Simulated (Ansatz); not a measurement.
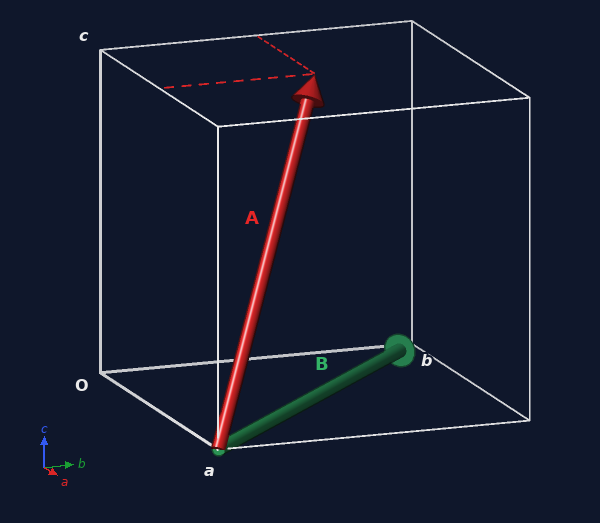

Crystal: BiH₄, the geometry relaxed with DFT PBE, scalar-relativistic, plane waves, PAW (Ansatz); the starting structure was generated, so it need not be a known form of this composition. Each arrow starts at a corner of the unit cell and ends on its surface; where a tip isn't a corner, dashed lines run from it parallel to the axes. Geometry calculated from the standardised cell; symmetry tolerance 0.002 Å.

a = 4.899 Å, b = 4.899 Å, c = 4.899 Å, α = 90.00°, β = 90.00°, γ = 90.00°.

Index the directions.

Arrow A runs from (1, 0, 0) to (1/2, 1/2, 1), so [−1 1 2]; Arrow B runs from (1, 0, 0) to (0, 1, 0), so [−1 1 0].

How long is the vector ua + vb + wc in each case, and what angles do the directions make?

A 11.999 Å; B 6.928 Å. A–B: 54.7°.
